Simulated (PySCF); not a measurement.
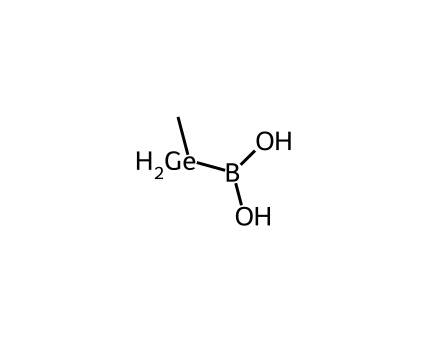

The drawing above gives the connectivity. The geometry was computed by an optimisation with PBE0-D3(BJ)/def2-SVP. No frequency run is at hand to confirm it as a minimum.

Describe the 3D structure.

It has 12 atoms: 1 carbon, 7 hydrogen, 1 boron, 1 germanium and 2 oxygen (CH₇BGeO₂). Its SMILES string is `[CH3][GeH2][B](O)O`. This geometry has C1 symmetry. Coordination: 1 C tetrahedral; 1 Ge tetrahedral; 1 B trigonal planar; 2 O bent.

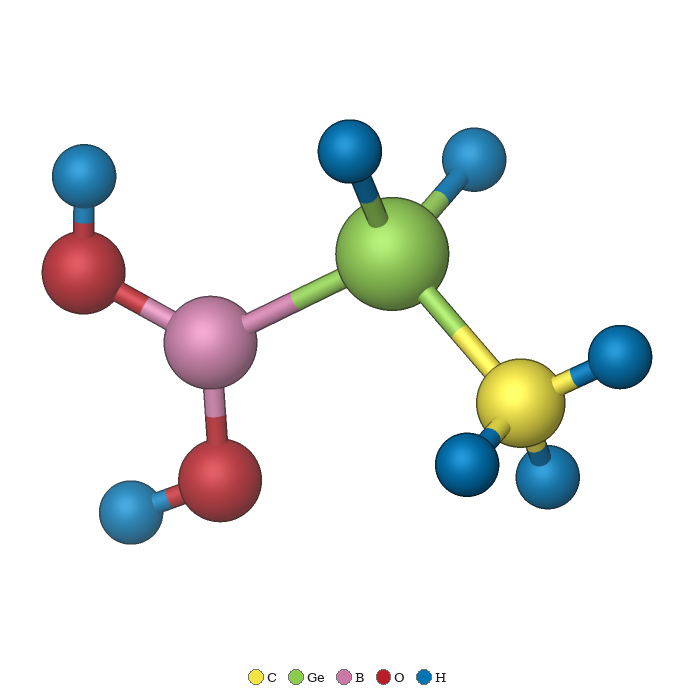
